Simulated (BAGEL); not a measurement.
# doublet [C2H3ClF2]+ at 4 levels

We compute a comparison of 4 runs (ROHF/6-31G*, UHF/6-31G*, ROHF/cc-pVDZ, UHF/cc-pVDZ) of doublet [C2H3ClF2]+. 

The calculation is run with BAGEL 1.2.2.

1 further run of the same task is left out (it didn't finish).

## 1. The structure to begin with

[C2H3ClF2]+: 8 atoms, total charge +1, spin state doublet. As SMILES of the parent species, `CC(F)(F)Cl`. The shape is that of a PBE0-D4/def2-TZVP optimisation. That shape belongs to the parent species and isn't relaxed for this state.

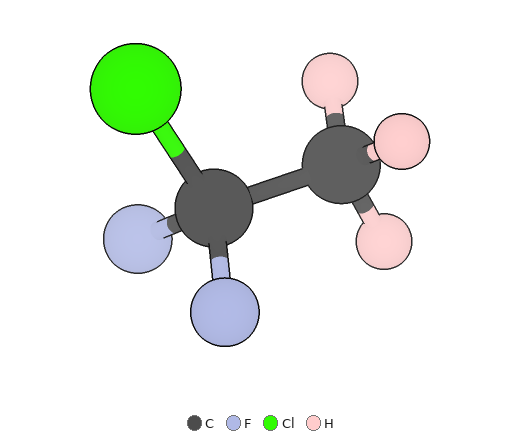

The structure, seen from a chosen angle (carbon dark grey, fluorine light blue, chlorine green, hydrogen pink).

## 2. A single-point energy at ROHF/6-31G(d) (density fitting with cc-pvqz-jkfit, spherical functions) (run 1)

Contents of calc.json:

```json
{ "bagel" : [

{
  "title" : "molecule",
  "basis" : "6-31gs.json",
  "df_basis" : "cc-pvqz-jkfit",
  "angstrom" : true,
  "geometry" : [
    { "atom" : "C", "xyz" : [      -0.591960,      -0.305640,       0.477310 ] },
    { "atom" : "C", "xyz" : [       0.524930,       0.179790,      -0.395910 ] },
    { "atom" : "F", "xyz" : [       1.713900,       0.014330,       0.206290 ] },
    { "atom" : "F", "xyz" : [       0.571970,      -0.511300,      -1.546500 ] },
    { "atom" : "Cl", "xyz" : [       0.352900,       1.905700,      -0.801400 ] },
    { "atom" : "H", "xyz" : [      -0.600880,       0.257090,       1.409000 ] },
    { "atom" : "H", "xyz" : [      -0.428120,      -1.363800,       0.687730 ] },
    { "atom" : "H", "xyz" : [      -1.542750,      -0.176190,      -0.036530 ] }
  ]
},

{
  "title" : "rohf",
  "charge" : 1,
  "nopen" : 1
},

{
  "title" : "print",
  "file" : "orbitals.molden",
  "orbitals" : true
}

]}
```

The basis set 6-31G* is read from a file made from the Basis Set Exchange's data (not shown).

Run with:

```console
$ BAGEL_NUM_THREADS=1 BAGEL calc.json > calc.out
```

Standard output:

```text
* using 1 threads per process

  ===============================================================
  ===============================================================

  *** Geometry ***

  { "atom" : "C", "xyz" : [     -1.118642,     -0.577576,      0.901985 ] },
  { "atom" : "C", "xyz" : [      0.991974,      0.339754,     -0.748161 ] },
  { "atom" : "F", "xyz" : [      3.238802,      0.027080,      0.389832 ] },
  { "atom" : "F", "xyz" : [      1.080867,     -0.966217,     -2.922461 ] },
  { "atom" : "Cl", "xyz" : [      0.666884,      3.601251,     -1.514427 ] },
  { "atom" : "H", "xyz" : [     -1.135499,      0.485830,      2.662624 ] },
  { "atom" : "H", "xyz" : [     -0.809030,     -2.577208,      1.299621 ] },
  { "atom" : "H", "xyz" : [     -2.915375,     -0.332951,     -0.069032 ] },

  Number of auxiliary basis functions:      725

  Since a DF basis is specified, we compute 2- and 3-index integrals:
    o Being stored without compression. Storage requirement is 0.037 GB

  Number of basis functions:       80
  Number of electrons      :       50

    * METHOD: MOLECULE                             0.60

  *** Open-shell HF ***

  === Nuclear Repulsion ===
   246.3847390504

      * DIIS with orbital gradients will be used.

  === ROHF iteration (6-31gs.json) ===
      0       -735.14891425          0.04685312           0.28
      1       -735.30742225          0.03334217           0.27
      2       -735.37111289          0.02157691           0.27
      3       -735.41686329          0.00223856           0.26
      4       -735.42138068          0.00112104           0.28
      5       -735.42309007          0.00076809           0.27
      6       -735.42417969          0.00047218           0.28
      7       -735.42471038          0.00029511           0.27
      8       -735.42496789          0.00011394           0.28
      9       -735.42500710          0.00005226           0.27
[... 10 lines of this table left out ...]
     20       -735.42501128          0.00000005           0.27
     21       -735.42501128          0.00000002           0.28
     22       -735.42501128          0.00000001           0.28
     23       -735.42501128          0.00000001           0.27
    * SCF iteration converged.

    * S^2 (ROHF) is 0.7500

    * Permanent dipole moment:
           (    0.961853,    -1.200110,    -0.266753) a.u.

    * METHOD: ROHF                                 6.67

    * METHOD: PRINT                                0.02

  ===============================================================
```

Wall time 7.5 s (1 thread of Arm Neoverse V1, shared host); peak memory 0.15 GiB.

## 3. A single-point energy at UHF/6-31G(d) (density fitting with cc-pvqz-jkfit, spherical functions) (run 2)

Contents of input.json:

```json
{ "bagel" : [

{
  "title" : "molecule",
  "basis" : "6-31gs.json",
  "df_basis" : "cc-pvqz-jkfit",
  "angstrom" : true,
  "geometry" : [
    { "atom" : "C", "xyz" : [   -0.591960,   -0.305640,    0.477310 ] },
    { "atom" : "C", "xyz" : [    0.524930,    0.179790,   -0.395910 ] },
    { "atom" : "F", "xyz" : [    1.713900,    0.014330,    0.206290 ] },
    { "atom" : "F", "xyz" : [    0.571970,   -0.511300,   -1.546500 ] },
    { "atom" : "Cl", "xyz" : [    0.352900,    1.905700,   -0.801400 ] },
    { "atom" : "H", "xyz" : [   -0.600880,    0.257090,    1.409000 ] },
    { "atom" : "H", "xyz" : [   -0.428120,   -1.363800,    0.687730 ] },
    { "atom" : "H", "xyz" : [   -1.542750,   -0.176190,   -0.036530 ] }
  ]
},
{
  "title" : "uhf",
  "charge" : 1,
  "nopen" : 1
},
{
  "title" : "print",
  "file" : "orbitals.molden",
  "orbitals" : true
}

]}
```

The basis set 6-31G* is read from a file made from the Basis Set Exchange's data (not shown).

Run with:

```console
$ BAGEL_NUM_THREADS=1 BAGEL input.json > input.out
```

Standard output:

```text
* using 1 threads per process

  ===============================================================
  ===============================================================

  *** Geometry ***

  { "atom" : "C", "xyz" : [     -1.118642,     -0.577576,      0.901985 ] },
  { "atom" : "C", "xyz" : [      0.991974,      0.339754,     -0.748161 ] },
  { "atom" : "F", "xyz" : [      3.238802,      0.027080,      0.389832 ] },
  { "atom" : "F", "xyz" : [      1.080867,     -0.966217,     -2.922461 ] },
  { "atom" : "Cl", "xyz" : [      0.666884,      3.601251,     -1.514427 ] },
  { "atom" : "H", "xyz" : [     -1.135499,      0.485830,      2.662624 ] },
  { "atom" : "H", "xyz" : [     -0.809030,     -2.577208,      1.299621 ] },
  { "atom" : "H", "xyz" : [     -2.915375,     -0.332951,     -0.069032 ] },

  Number of auxiliary basis functions:      725

  Since a DF basis is specified, we compute 2- and 3-index integrals:
    o Being stored without compression. Storage requirement is 0.037 GB

  Number of basis functions:       80
  Number of electrons      :       50

    * METHOD: MOLECULE                             0.61

  *** Open-shell HF ***

  === Nuclear Repulsion ===
   246.3847390504

      * DIIS with orbital gradients will be used.

  === UHF iteration (6-31gs.json) ===
      0       -735.14891425          0.04685312           0.25
      1       -735.31263119          0.03332567           0.26
      2       -735.37621197          0.02154513           0.27
      3       -735.42124362          0.00209828           0.28
      4       -735.42551793          0.00108483           0.27
      5       -735.42722247          0.00079027           0.28
      6       -735.42862107          0.00049183           0.27
      7       -735.42924713          0.00032176           0.28
      8       -735.42960300          0.00013532           0.27
      9       -735.42963490          0.00006159           0.27
[... 10 lines of this table left out ...]
     20       -735.42964208          0.00000005           0.27
     21       -735.42964208          0.00000002           0.26
     22       -735.42964208          0.00000001           0.27
     23       -735.42964208          0.00000001           0.27
    * SCF iteration converged.

    * S^2 (UHF) is 0.7580

    * Permanent dipole moment:
           (    0.962162,    -1.202933,    -0.266108) a.u.

    * METHOD: UHF                                  6.68

    * METHOD: PRINT                                0.02

  ===============================================================
```

Wall time 7.5 s (1 thread of Arm Neoverse V1, shared host); peak memory 0.15 GiB.

## 4. The energy at ROHF/cc-pVDZ (density fitting with cc-pvqz-jkfit) (run 3)

Contents of hf.json:

```json
{ "bagel" : [

{
  "title" : "molecule",
  "basis" : "cc-pvdz.json",
  "df_basis" : "cc-pvqz-jkfit",
  "angstrom" : "true",
  "geometry" : [
    { "atom" : "C", "xyz" : [   -0.591960,   -0.305640,    0.477310 ] },
    { "atom" : "C", "xyz" : [    0.524930,    0.179790,   -0.395910 ] },
    { "atom" : "F", "xyz" : [    1.713900,    0.014330,    0.206290 ] },
    { "atom" : "F", "xyz" : [    0.571970,   -0.511300,   -1.546500 ] },
    { "atom" : "Cl", "xyz" : [    0.352900,    1.905700,   -0.801400 ] },
    { "atom" : "H", "xyz" : [   -0.600880,    0.257090,    1.409000 ] },
    { "atom" : "H", "xyz" : [   -0.428120,   -1.363800,    0.687730 ] },
    { "atom" : "H", "xyz" : [   -1.542750,   -0.176190,   -0.036530 ] }
  ]
},
{ "title" : "rohf", "charge" : 1, "nopen" : 1 },
{ "title" : "print", "file" : "orbitals.molden", "orbitals" : "true" }

]}
```

The basis set cc-pVDZ is read from a file made from the Basis Set Exchange's data (not shown).

Run with:

```console
$ BAGEL_NUM_THREADS=1 BAGEL hf.json > hf.out
```

Standard output:

```text
* using 1 threads per process

  ===============================================================
  ===============================================================

  *** Geometry ***

  { "atom" : "C", "xyz" : [     -1.118642,     -0.577576,      0.901985 ] },
  { "atom" : "C", "xyz" : [      0.991974,      0.339754,     -0.748161 ] },
  { "atom" : "F", "xyz" : [      3.238802,      0.027080,      0.389832 ] },
  { "atom" : "F", "xyz" : [      1.080867,     -0.966217,     -2.922461 ] },
  { "atom" : "Cl", "xyz" : [      0.666884,      3.601251,     -1.514427 ] },
  { "atom" : "H", "xyz" : [     -1.135499,      0.485830,      2.662624 ] },
  { "atom" : "H", "xyz" : [     -0.809030,     -2.577208,      1.299621 ] },
  { "atom" : "H", "xyz" : [     -2.915375,     -0.332951,     -0.069032 ] },

  Number of auxiliary basis functions:      725

  Since a DF basis is specified, we compute 2- and 3-index integrals:
    o Being stored without compression. Storage requirement is 0.046 GB

  Number of basis functions:       89
  Number of electrons      :       50

    * METHOD: MOLECULE                             0.61

  *** Open-shell HF ***

  === Nuclear Repulsion ===
   246.3847390504

      * DIIS with orbital gradients will be used.

  === ROHF iteration (cc-pvdz.json) ===
      0       -735.19191192          0.03442633           0.31
      1       -735.35573922          0.02447367           0.31
      2       -735.41662924          0.01565970           0.30
      3       -735.45926030          0.00200990           0.30
      4       -735.46293775          0.00095061           0.30
      5       -735.46416891          0.00064267           0.31
      6       -735.46503950          0.00040630           0.31
      7       -735.46546922          0.00025012           0.31
      8       -735.46566693          0.00008606           0.30
      9       -735.46569443          0.00004098           0.30
     10       -735.46569747          0.00002199           0.30
     11       -735.46569768          0.00000939           0.31
     12       -735.46569780          0.00000410           0.31
     13       -735.46569780          0.00000204           0.30
     14       -735.46569783          0.00000134           0.30
     15       -735.46569787          0.00000094           0.29
     16       -735.46569786          0.00000040           0.29
     17       -735.46569790          0.00000022           0.29
     18       -735.46569791          0.00000011           0.30
     19       -735.46569791          0.00000005           0.30
     20       -735.46569791          0.00000003           0.29
     21       -735.46569791          0.00000001           0.31
     22       -735.46569791          0.00000001           0.31
    * SCF iteration converged.

    * S^2 (ROHF) is 0.7500

    * Permanent dipole moment:
           (    1.013466,    -1.196046,    -0.301598) a.u.

    * METHOD: ROHF                                 7.24

    * METHOD: PRINT                                0.02

  ===============================================================
```

Wall time 8.1 s (1 thread of Arm Neoverse V1, shared host); peak memory 0.17 GiB.

## 5. A single-point energy at UHF/cc-pVDZ (density fitting with cc-pvqz-jkfit) (run 4)

Contents of hf.json:

```json
{ "bagel": [

{
  "title": "molecule",
  "basis": "cc-pvdz.json",
  "df_basis": "cc-pvqz-jkfit",
  "angstrom": true,
  "geometry": [
    { "atom": "C", "xyz": [   -0.591960,   -0.305640,    0.477310 ] },
    { "atom": "C", "xyz": [    0.524930,    0.179790,   -0.395910 ] },
    { "atom": "F", "xyz": [    1.713900,    0.014330,    0.206290 ] },
    { "atom": "F", "xyz": [    0.571970,   -0.511300,   -1.546500 ] },
    { "atom": "Cl", "xyz": [    0.352900,    1.905700,   -0.801400 ] },
    { "atom": "H", "xyz": [   -0.600880,    0.257090,    1.409000 ] },
    { "atom": "H", "xyz": [   -0.428120,   -1.363800,    0.687730 ] },
    { "atom": "H", "xyz": [   -1.542750,   -0.176190,   -0.036530 ] }
  ]
},
{
  "title": "uhf",
  "charge": 1,
  "nopen": 1
},
{
  "title": "print",
  "file": "orbitals.molden",
  "orbitals": true
}

]}
```

The basis set cc-pVDZ is read from a file made from the Basis Set Exchange's data (not shown).

Run with:

```console
$ BAGEL_NUM_THREADS=1 BAGEL hf.json > hf.out
```

Standard output:

```text
* using 1 threads per process

  ===============================================================
  ===============================================================

  *** Geometry ***

  { "atom" : "C", "xyz" : [     -1.118642,     -0.577576,      0.901985 ] },
  { "atom" : "C", "xyz" : [      0.991974,      0.339754,     -0.748161 ] },
  { "atom" : "F", "xyz" : [      3.238802,      0.027080,      0.389832 ] },
  { "atom" : "F", "xyz" : [      1.080867,     -0.966217,     -2.922461 ] },
  { "atom" : "Cl", "xyz" : [      0.666884,      3.601251,     -1.514427 ] },
  { "atom" : "H", "xyz" : [     -1.135499,      0.485830,      2.662624 ] },
  { "atom" : "H", "xyz" : [     -0.809030,     -2.577208,      1.299621 ] },
  { "atom" : "H", "xyz" : [     -2.915375,     -0.332951,     -0.069032 ] },

  Number of auxiliary basis functions:      725

  Since a DF basis is specified, we compute 2- and 3-index integrals:
    o Being stored without compression. Storage requirement is 0.046 GB

  Number of basis functions:       89
  Number of electrons      :       50

    * METHOD: MOLECULE                             0.60

  *** Open-shell HF ***

  === Nuclear Repulsion ===
   246.3847390504

      * DIIS with orbital gradients will be used.

  === UHF iteration (cc-pvdz.json) ===
      0       -735.19191192          0.03442633           0.29
      1       -735.36091386          0.02445749           0.28
      2       -735.42175649          0.01563505           0.27
      3       -735.46375972          0.00191086           0.27
      4       -735.46728759          0.00092558           0.27
      5       -735.46850172          0.00066062           0.27
      6       -735.46962603          0.00041644           0.29
      7       -735.47011366          0.00027199           0.31
      8       -735.47038743          0.00009442           0.31
      9       -735.47040605          0.00004415           0.31
[... 10 lines of this table left out ...]
     20       -735.47040985          0.00000005           0.30
     21       -735.47040985          0.00000002           0.31
     22       -735.47040985          0.00000001           0.31
     23       -735.47040985          0.00000001           0.31
    * SCF iteration converged.

    * S^2 (UHF) is 0.7584

    * Permanent dipole moment:
           (    1.013858,    -1.198357,    -0.301160) a.u.

    * METHOD: UHF                                  7.44

    * METHOD: PRINT                                0.02

  ===============================================================
```

It took 8.4 s on 1 thread of Arm Neoverse V1, shared host; peak memory 0.17 GiB.

## 6. The series

| run | level | energy (Eh) | ⟨S²⟩ | wall time |
| --- | --- | --- | --- | --- |
| 1 | ROHF/6-31G* (density fitting with cc-pvqz-jkfit, spherical functions) | -735.425011 | 0.750 | 7.5 s |
| 2 | UHF/6-31G* (density fitting with cc-pvqz-jkfit, spherical functions) | -735.429642 | 0.758 | 7.5 s |
| 3 | ROHF/cc-pVDZ (density fitting with cc-pvqz-jkfit) | -735.465698 | 0.750 | 8.1 s |
| 4 | UHF/cc-pVDZ (density fitting with cc-pvqz-jkfit) | -735.470410 | 0.758 | 8.4 s |

## 7. Results

```
           quantity          value
run 4: total energy  -735.47041 Eh
        run 4: ⟨S²⟩          0.758
```

**Reading.** Over the runs the total energy spans 1.235 eV. All runs together took 32 s, the longest 8.4 s.
